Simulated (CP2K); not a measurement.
# B2NH4F (SMILES NBBF) at PM3

What is the energy difference between two shapes of B2NH4F at PM3? 

The calculation is run with CP2K 2026.2.

4 further runs of the same task are left out: 1 that didn't finish, 3 set aside as unsound or not needed.

### 1 Starting point

B2NH4F has 8 atoms, charge 0, and is taken as a singlet. SMILES: `NBBF`. The shape is that of a GFN2-xTB optimisation. This is one conformer, not always the lowest.

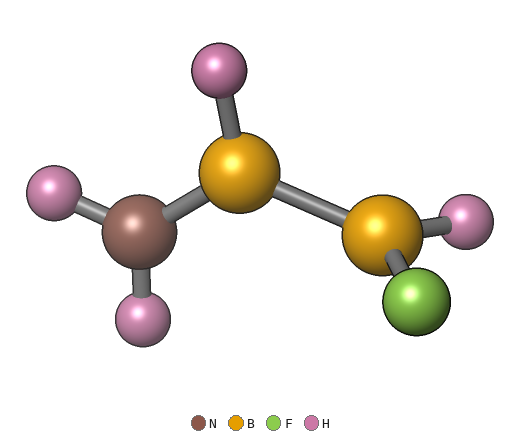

Viewed from a chosen angle; nitrogen brown, boron amber, fluorine green, hydrogen pink.

### 2 A single-point energy at PM3

Contents of mol.inp:

```
&GLOBAL
  PROJECT mol
  RUN_TYPE ENERGY
  PRINT_LEVEL MEDIUM
&END GLOBAL
&FORCE_EVAL
  METHOD Quickstep
  &DFT
    &QS
      METHOD PM3
      EPS_DEFAULT 1.0E-10
      &SE
        &COULOMB
          CUTOFF [angstrom] 50
          RC_RANGE [angstrom] 0
        &END COULOMB
        &EXCHANGE
          CUTOFF [angstrom] 50
          RC_RANGE [angstrom] 0
        &END EXCHANGE
      &END SE
    &END QS
    &POISSON
      PERIODIC NONE
      POISSON_SOLVER ANALYTIC
    &END POISSON
    &SCF
      SCF_GUESS ATOMIC
      EPS_SCF 1.0E-07
      MAX_SCF 100
      ADDED_MOS 8
      &DIAGONALIZATION
        ALGORITHM STANDARD
      &END DIAGONALIZATION
      &MIXING
        METHOD DIRECT_P_MIXING
        ALPHA 0.4
      &END MIXING
    &END SCF
    &PRINT
      &MOMENTS
        PERIODIC F
        REFERENCE COM
        MAX_MOMENT 1
      &END MOMENTS
      &MO ON
        ENERGIES T
        OCCUPATION_NUMBERS T
        NDIGITS 6
        &EACH
          QS_SCF 0
        &END EACH
        ADD_LAST NUMERIC
      &END MO
      &HIRSHFELD OFF
      &END HIRSHFELD
    &END PRINT
  &END DFT
  &SUBSYS
    &CELL
      ABC 18.2 20.3 18.8
      PERIODIC NONE
    &END CELL
    &COORD
      N     -0.350080     1.301500     0.100750
      B     -0.060000     0.104520    -0.529000
      B      0.332570    -1.312420     0.271140
      F      1.585080    -1.647890     0.556260
      H     -0.604070     2.145920    -0.386640
      H     -0.324530     1.434830     1.098380
      H     -0.135550     0.123290    -1.707570
      H     -0.443420    -2.149750     0.596680
    &END COORD
    &TOPOLOGY
      &CENTER_COORDINATES
      &END CENTER_COORDINATES
    &END TOPOLOGY
  &END SUBSYS
&END FORCE_EVAL
```

Started as:

```sh
$ OMP_NUM_THREADS=1 cp2k.psmp -i mol.inp > mol.out 2>&1
```

The log of the run:

```text
CP2K| version string:                                       CP2K version 2026.2
[...]
 GLOBAL| Method name                                                        CP2K
[...]
 GLOBAL| Run type                                                         ENERGY
[...]
                             - Atoms:                                          8
[...]
                             - Spherical basis functions:                     20
[...]
 Number of electrons:                                                         22
[...]
     1 P_Mix/Diag. 0.40E+00    0.0     0.83296340       -24.2771811756 -2.43E+01
[...]
    24 DIIS/Diag.  0.88E-07    0.0     0.00000008       -28.7416057892 -9.95E-14
  *** SCF run converged in    24 steps ***
  Core-core repulsion energy [eV]:                           1081.93697524304844
  Core Hamiltonian energy [eV]:                             -1284.28916564710312
  Two-electron integral energy [eV]:                        -1159.49335476093620
  Electronic energy [eV]:                                   -1864.03584302757145
  Total energy [eV]:                                         -782.09886778452278
  Atomic reference energy [eV]:                               778.16962823339952
  Heat of formation [kcal/mol]:                               -90.61042379071407
[...]
 SE_DIPOLE| Moment [Debye]          1.26680068      -2.18163007      -0.66184954
 SE_DIPOLE| Derivative [a.u.]       0.00000000       0.00000000       0.00000000
 ENERGY| Total FORCE_EVAL ( QS ) energy [hartree]            -28.741605789228700
[...]
```

Run time: 0.28 s. Hardware: 1 thread of Arm Neoverse V1, shared host.

### 3 The distorted shape

Contents of qs.inp:

```
&GLOBAL
    PROJECT qs
    RUN_TYPE ENERGY
    PRINT_LEVEL MEDIUM
&END

&FORCE_EVAL
    METHOD QUICKSTEP
    &DFT
        # Quickstep
        &QS
            METHOD PM3
            EPS_DEFAULT 1.0E-10
            &SE
                &COULOMB
                    CUTOFF [angstrom] 50
                    RC_RANGE [angstrom] 0
                &END
                &EXCHANGE
                    CUTOFF [angstrom] 50
                    RC_RANGE [angstrom] 0
                &END
            &END
        &END
        &POISSON
            PERIODIC NONE
            POISSON_SOLVER ANALYTIC
        &END
        # SCF settings
        &SCF
            SCF_GUESS ATOMIC
            EPS_SCF 1.0E-07
            MAX_SCF 100
            ADDED_MOS 8
            &DIAGONALIZATION
                ALGORITHM STANDARD
            &END
            &MIXING
                METHOD DIRECT_P_MIXING
                ALPHA 0.4
            &END
        &END
        &PRINT
            &MOMENTS
                PERIODIC F
                REFERENCE COM
                MAX_MOMENT 1
            &END
            &MO ON
                ENERGIES T
                OCCUPATION_NUMBERS T
                NDIGITS 6
                &EACH
                    QS_SCF 0
                &END
                ADD_LAST NUMERIC
            &END
            &HIRSHFELD OFF
            &END
        &END
    &END
    # atoms, cell and kinds
    &SUBSYS
        # vacuum box
        &CELL
            ABC 18.2 20.3 18.8
            PERIODIC NONE
        &END
        &COORD
            N     -0.358712     1.329456     0.124239
            B     -0.070490     0.116405    -0.519135
            B      0.297004    -1.290219     0.263803
            F      1.588799    -1.670065     0.519605
            H     -0.574345     2.176906    -0.369864
            H     -0.328883     1.443183     1.119796
            H     -0.139902     0.125903    -1.672507
            H     -0.443907    -2.121839     0.603713
        &END
        &TOPOLOGY
            &CENTER_COORDINATES
            &END
        &END
    &END
&END
```

Started as:

```sh
$ OMP_NUM_THREADS=1 cp2k.psmp qs.inp > qs.out
```

The log of the run:

```text
CP2K| version string:                                       CP2K version 2026.2
[...]
 GLOBAL| Method name                                                        CP2K
[...]
 GLOBAL| Run type                                                         ENERGY
[...]
                             - Atoms:                                          8
[...]
                             - Spherical basis functions:                     20
[...]
 Number of electrons:                                                         22
[...]
     1 P_Mix/Diag. 0.40E+00    0.0     0.83325929       -24.3060956457 -2.43E+01
[...]
    24 DIIS/Diag.  0.76E-07    0.0     0.00000005       -28.7394949803 -7.46E-14
  *** SCF run converged in    24 steps ***
  Core-core repulsion energy [eV]:                           1077.89480406418124
  Core Hamiltonian energy [eV]:                             -1285.95973953207840
  Two-electron integral energy [eV]:                        -1147.95298857178591
  Electronic energy [eV]:                                   -1859.93623381797124
  Total energy [eV]:                                         -782.04142975379023
  Atomic reference energy [eV]:                               778.16962823339952
  Heat of formation [kcal/mol]:                               -89.28587123069113
[...]
 SE_DIPOLE| Moment [Debye]          1.40374228      -2.21900981      -0.59965230
 SE_DIPOLE| Derivative [a.u.]       0.00000000       0.00000000       0.00000000
 ENERGY| Total FORCE_EVAL ( QS ) energy [hartree]            -28.739494980346823
[...]
```

Run time: 0.28 s. Hardware: 1 thread of Arm Neoverse V1, shared host.

### 4 What came out

Level: PM3.

```
                              quantity           value
             first shape: total energy    -28.74161 Eh
            first shape: dipole moment          2.61 D
              first shape: HOMO energy       -10.29 eV
              first shape: LUMO energy         0.69 eV
            first shape: HOMO–LUMO gap        10.98 eV
        first shape: heat of formation  -90.6 kcal/mol
         distorted shape: total energy    -28.73949 Eh
        distorted shape: dipole moment          2.69 D
          distorted shape: HOMO energy       -10.27 eV
          distorted shape: LUMO energy         0.61 eV
        distorted shape: HOMO–LUMO gap        10.88 eV
    distorted shape: heat of formation  -89.3 kcal/mol
energy change with the atoms displaced        0.057 eV
```

With the atoms displaced the energy rises by 0.06 eV (5.5 kJ/mol). The first shape isn't relaxed at this level, so the change isn't measured from a minimum.
